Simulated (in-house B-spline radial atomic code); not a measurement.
# Ta in a hard spherical wall

Aim: energy and levels of Ta squeezed by an impenetrable sphere of shrinking radius. More than one configuration is followed.

Method: Dirac-Coulomb LDA (Slater, VWN5), spherical fractional occupations, Fermi nucleus, basis-set limit. Code: in-house B-spline radial atomic code version 1.

**1. Starting point**

```
element       : tantalum (Z = 73)
charge        : 0
electrons     : 73
configuration : [Xe] 4f14 5d3 6s2
Hamiltonian   : Dirac-Coulomb
nucleus       : Fermi, rms radius 5.351 fm
```

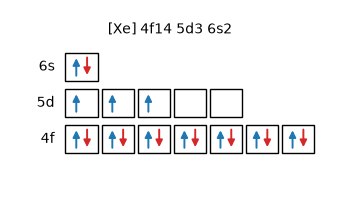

The shells outside the core, filled by Hund's rule for the drawing.

The boxes only draw the filling; these runs are spin-restricted and spherical.

**2. The free system**

Settings, as recorded:

```ini
Z = 73
electrons = 73.0
configuration = [Xe] 4f14 5d3 6s2
hamiltonian = dirac
method = lda,vwn
spin_polarised = False
nucleus = fermi
rms_radius = 5.3507
mass_number = 181
atomic_mass = 180.947998528
speed_of_light = 137.035999084
```

**3. Wall at 6.34 bohr, configuration [Xe] 4f14 5d3 6s2**

The settings differ from step 2 so:

```diff
@@ -11 +11,2 @@
 speed_of_light = 137.035999084
+wall_radius = 6.34
```

**4. Wall at 2.98 bohr, configuration [Xe] 4f14 5d3 6s2**

The settings differ from step 3 so:

```diff
@@ -11,2 +11,2 @@
 speed_of_light = 137.035999084
-wall_radius = 6.34
+wall_radius = 2.98
```

**5. Wall at 1.52 bohr, configuration [Xe] 4f14 5d3 6s2**

The settings differ from step 4 so:

```diff
@@ -11,2 +11,2 @@
 speed_of_light = 137.035999084
-wall_radius = 2.98
+wall_radius = 1.52
```

**6. Wall at 6.34 bohr, configuration [Xe] 4f14 5d2 6s2 6f1**

Settings, as recorded:

```ini
Z = 73
electrons = 73.0
configuration = [Xe] 4f14 5d2 6s2 6f1
hamiltonian = dirac
method = lda,vwn
spin_polarised = False
nucleus = fermi
rms_radius = 5.3507
mass_number = 181
atomic_mass = 180.947998528
speed_of_light = 137.035999084
wall_radius = 6.34
```

**7. Wall at 2.98 bohr, configuration [Xe] 4f14 5d2 6s2 6f1**

The settings differ from step 6 so:

```diff
@@ -11,2 +11,2 @@
 speed_of_light = 137.035999084
-wall_radius = 6.34
+wall_radius = 2.98
```

**8. Wall at 1.52 bohr, configuration [Xe] 4f14 5d2 6s2 6f1**

The settings differ from step 7 so:

```diff
@@ -11,2 +11,2 @@
 speed_of_light = 137.035999084
-wall_radius = 2.98
+wall_radius = 1.52
```

**9. Wall at 6.34 bohr, configuration [Kr] 4d10 4f14 5s2 5p5 5d3 6s2 6d1**

Settings, as recorded:

```ini
Z = 73
electrons = 73.0
configuration = [Kr] 4d10 4f14 5s2 5p5 5d3 6s2 6d1
hamiltonian = dirac
method = lda,vwn
spin_polarised = False
nucleus = fermi
rms_radius = 5.3507
mass_number = 181
atomic_mass = 180.947998528
speed_of_light = 137.035999084
wall_radius = 6.34
```

**10. Wall at 2.98 bohr, configuration [Kr] 4d10 4f14 5s2 5p5 5d3 6s2 6d1**

The settings differ from step 9 so:

```diff
@@ -11,2 +11,2 @@
 speed_of_light = 137.035999084
-wall_radius = 6.34
+wall_radius = 2.98
```

**11. Wall at 1.52 bohr, configuration [Kr] 4d10 4f14 5s2 5p5 5d3 6s2 6d1**

The settings differ from step 10 so:

```diff
@@ -11,2 +11,2 @@
 speed_of_light = 137.035999084
-wall_radius = 2.98
+wall_radius = 1.52
```

Q: What do the energy and the highest level do as the wall closes in, and which configuration is lower at each radius?

**Answer**, as computed:

| configuration | radius (bohr) | energy above the free system (eV) | highest level (eV) |
| --- | --- | --- | --- |
| [Xe] 4f14 5d3 6s2 | 6.34 | 1.083 | -2.432 (5d5/2) |
| [Xe] 4f14 5d3 6s2 | 2.98 | 78.297 | 29.014 (6s1/2) |
| [Xe] 4f14 5d3 6s2 | 1.52 | 1611.58 | 388.19 (6s1/2) |
| [Xe] 4f14 5d2 6s2 6f1 | 6.34 | 29.845 | 24.567 (6f7/2) |
| [Xe] 4f14 5d2 6s2 6f1 | 2.98 | 189.19 | 127.77 (6f7/2) |
| [Xe] 4f14 5d2 6s2 6f1 | 1.52 | 2030.58 | 601.91 (6f7/2) |
| [Kr] 4d10 4f14 5s2 5p5 5d3 6s2 6d1 | 6.34 | 50.786 | 7.479 (6d5/2) |
| [Kr] 4d10 4f14 5s2 5p5 5d3 6s2 6d1 | 2.98 | 180.30 | 79.057 (6d5/2) |
| [Kr] 4d10 4f14 5s2 5p5 5d3 6s2 6d1 | 1.52 | 2031.50 | 529.36 (6d5/2) |

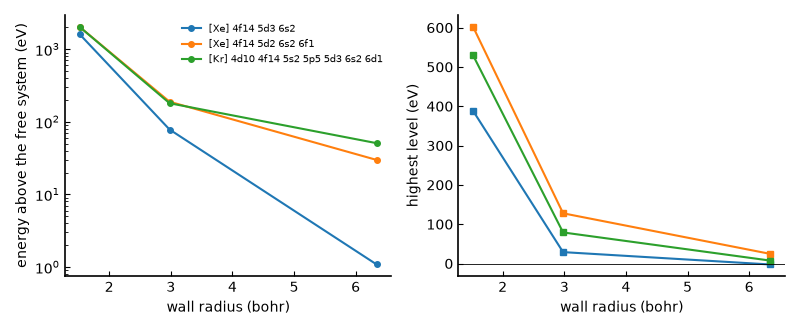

Energy above the free reference (left, logarithmic; it includes the excitation energy of the other configurations) and the highest occupied level (right).

**Reading.** For [Xe] 4f14 5d3 6s2 the energy above the free reference is 1.083 eV at 6.34 bohr and 1611.58 eV at 1.52 bohr. Its highest level passes zero between 6.34 and 2.98 bohr; in smaller spheres the level is positive, pushed up by confinement, and the wall keeps the electron in. Of [Xe] 4f14 5d3 6s2 and [Xe] 4f14 5d2 6s2 6f1, the first stays lower at every radius that both share. At 1.52 bohr the lowest of all 3 is [Xe] 4f14 5d3 6s2. A hard wall is a crude model of an atom's surroundings.
